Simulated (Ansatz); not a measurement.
One crystal and one scan (scan of one atom of the cell) at two levels, PBE (plane waves to 420 eV, PAW, scalar-relativistic; Ansatz, a first-principles code) and r2SCAN (plane waves to 500 eV, PAW, scalar-relativistic; Ansatz), each from its own relaxed cell and on its own mesh. The cell shown is that of PBE.

Relaxed Gd (hcp, Mg type):

```xyz
2
Lattice="3.6484 0.0000 0.0000 -1.8242 3.1596 0.0000 0.0000 0.0000 5.8348" Properties=species:S:1:pos:R:3 pbc="T T T"
Gd     0.0000     2.1064     4.3761
Gd     1.8242     1.0532     1.4587
```

In this cell atom 2 (Gd, nearest neighbour Gd at 3.598 Å; its periodic images, 3.6 Å or more away, move with it) is moved by s along Cartesian [110], unit vector (0.707, 0.707, 0.000); all other atoms and the cell stay fixed.

The energy includes the smearing's −TS. Gd was relaxed with its symmetry unable to fall. Relaxed Gd ends ferromagnetic. Other magnetic orders were not checked, so this need not be the ground state. The filling of the f shell was not checked against other fillings, so treat energies with care. (PBE) Relaxed Gd ends ferromagnetic. (r2SCAN) Relaxed Gd ends ferromagnetic. With partly filled bands, energies and forces of such displacements shift with the k mesh and the smearing. Percentages come from the unrounded values.

```csv
quantity,PBE,r2SCAN,PBE − r2SCAN
Lattice constant a (Å),3.648,3.639,+0.009 (+0.3 %)
Lattice constant c (Å),5.835,5.909,-0.074 (-1.3 %)
Relaxed volume (Å³/atom),33.63,33.89,-0.26 (-0.8 %)
Magnetic moment of the relaxed cell (μB/cell),15.33,15.86,-0.53 (-3.4 %)
Force constant k = d²E/ds² at s = 0 (finite differences) (eV/Å²),1.03,1.16,-0.13 (-11 %)
```

PBE gives the higher value for: lattice constant a. PBE gives the lower value for: lattice constant c; relaxed volume; magnetic moment of the relaxed cell; force constant k = d²E/ds² at s = 0. Both give the same shape of the curve: a single well with its minimum at or next to zero displacement.

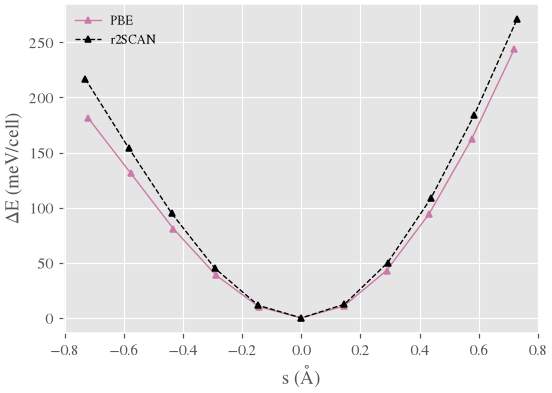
ΔE, each from the undisplaced structure of its own level.

(For displaced atoms, the force is minus the slope of the energy, and its curvature is a force constant, which sets phonon frequencies.)
